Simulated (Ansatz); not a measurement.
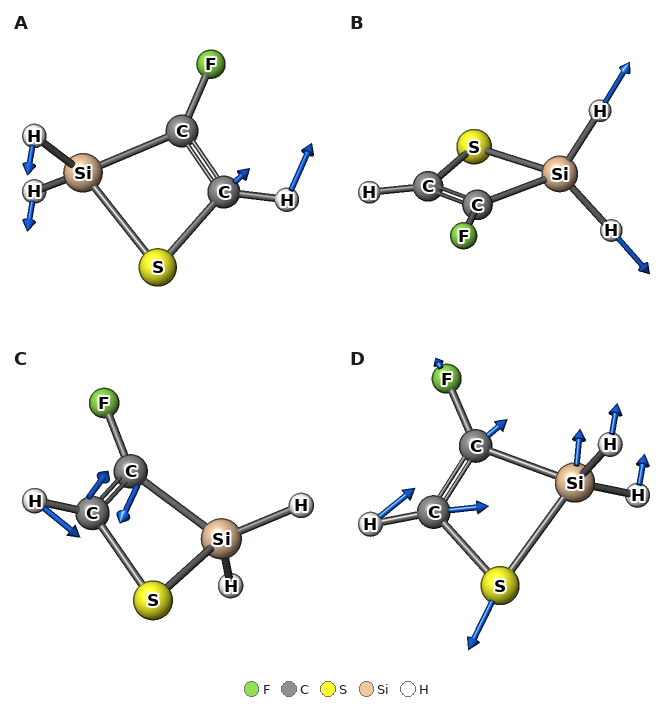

4 normal modes of one molecule or complex, as arrows. Harmonic vibrations computed with RKS PBE0-D4/def2-TZVP (Ansatz 0.2.0) at a stationary point of the same level.

> Match the panels to the wavenumbers 496 cm⁻¹, 818 cm⁻¹, 1647 cm⁻¹, 2244 cm⁻¹.

A: 818 cm⁻¹
B: 2244 cm⁻¹, in-phase stretching of 2 Si–H bonds
C: 1647 cm⁻¹
D: 496 cm⁻¹
